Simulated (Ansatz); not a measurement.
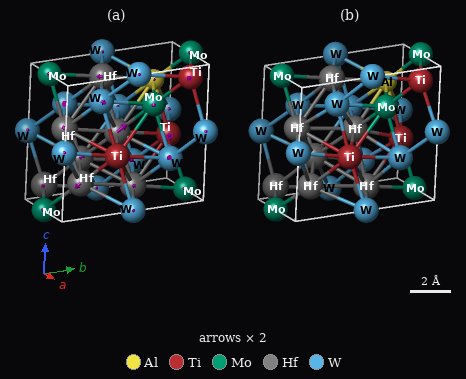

The structure of solid Hf7Ti3AlMo2W7 (a generated structure, set up in P1) (coarse preliminary run) before (left) and after (right) a relaxation, at one scale. The purple arrows give the displacements (the part carried along by the change of the cell is left out), magnified 2 times.

Style: ball-and-stick. Shown: the cell of the calculation (origin shifted), slightly off an axis.

Case: elements placed on the bcc lattice with unlike neighbours.

Computed with DFT PBE, scalar-relativistic, plane waves, PAW (Ansatz 0.2.0).

Input file:
```yaml
crystal:
  lattice:
    - [-5.00058327, 5.00058327, -1.66686109]
    - [-5.00058327, -1.66686109, 5.00058327]
    - [1.66686109, 5.00058327, 5.00058327]
  atoms:
    - { symbol: Al, position: [0.8000647194, 0.2980547693, 0.2997255053] }
    - { symbol: Ti, position: [0.403764052, 0.3975601867, 0.4016826764] }
    - { symbol: Ti, position: [0.903476397, 0.3922187702, 0.9012882611] }
    - { symbol: Ti, position: [0.3983947526, 0.9006975072, 0.8976525406] }
    - { symbol: Mo, position: [0.2029750082, 0.1969715182, 0.2020461937] }
    - { symbol: Mo, position: [0.9954186962, 0.5025035881, 0.4971053617] }
    - { symbol: Hf, position: [0.0034279126, 0.99884445, 0.9951972173] }
    - { symbol: Hf, position: [0.0961735544, 0.5980553586, 0.0960818583] }
    - { symbol: Hf, position: [0.096523767, 0.1035689292, 0.601235638] }
    - { symbol: Hf, position: [0.9000138446, 0.9032025372, 0.4003174827] }
    - { symbol: Hf, position: [0.5997836498, 0.602398009, 0.6007553107] }
    - { symbol: Hf, position: [0.1997640827, 0.7000091952, 0.6967849562] }
    - { symbol: Hf, position: [0.7978241536, 0.7976342647, 0.796499335] }
    - { symbol: W, position: [0.5009175601, 0.4943565618, 0.0010476137] }
    - { symbol: W, position: [0.5959411394, 0.1057180426, 0.0980887498] }
    - { symbol: W, position: [0.6993188663, 0.6982901805, 0.196803961] }
    - { symbol: W, position: [0.3001126397, 0.7971082639, 0.3008440573] }
    - { symbol: W, position: [0.4994629486, 0.0030079323, 0.4996055428] }
    - { symbol: W, position: [0.6992339969, 0.2009278915, 0.7011160237] }
    - { symbol: W, position: [0.301674277, 0.3048042127, 0.802845115] }
  symmetry: { detect: false }
basis:
  ecutwfc: 420
kpoints:
  mp_grid: { grid: [2, 2, 2], shift: [0.5, 0.5, 0.5] }
hamiltonian:
  xc: pbe
scf:
  occupations: { method: gaussian, width: 0.1 }
  lower_state_search: "off"
output:
  forces: true
  stress: true
  eigenvalues: true
relax:
  adjacent_minimum: "off"
  f_tol: 0.04
  max_steps: 50
  cell: { stress_tol: 0.3 }
```

Launched with:
```bash
ansatz run input.yaml --threads 4 --pin off --max-ram 9216MiB --backend cpu --events-out ev --progress --plain --runs-dir out
```

Question: Summarise the run.

Answer: Hf7 moves most relative to the cell: 0.33 Å along [0 3 2]. Largest moves by element: Hf 0.33 Å, Ti 0.24 Å, W 0.19 Å, Mo 0.12 Å, Al 0.06 Å. Cell: a 7.266 → 7.293 Å (+0.4 %), b 7.266 → 7.144 Å (−1.7 %), c 7.266 → 7.158 Å (−1.5 %), α 80.9° → 80.4°, β 80.9° → 80.3°, γ 80.9° → 80.4°. Volume −3.2 %. Among the contacts that change: Hf7–Hf12 3.314 → 3.758 Å, Al1–Hf7 3.358 → 3.040 Å, Ti3–Mo6 2.919 → 2.641 Å, W16–W17 2.885 → 2.623 Å. The space group stays P1 (No. 1). After 5 accepted moves (7 points after the start) the energy has fallen by 110 meV per atom. Largest force component: 1.9 eV/Å at the start, 0.022 eV/Å at the end. Pressure: −7.21 GPa at the start and 0.00 GPa at the end. The line search rejected the trial step at point 3 of the run. The SCF was repeated once at an unchanged geometry on a basis and grid sized afresh for the cell, which shifted the energy by 0.2 meV per atom at most.

Limits of the set-up: the k-point mesh is coarse for a cell with partly filled bands.
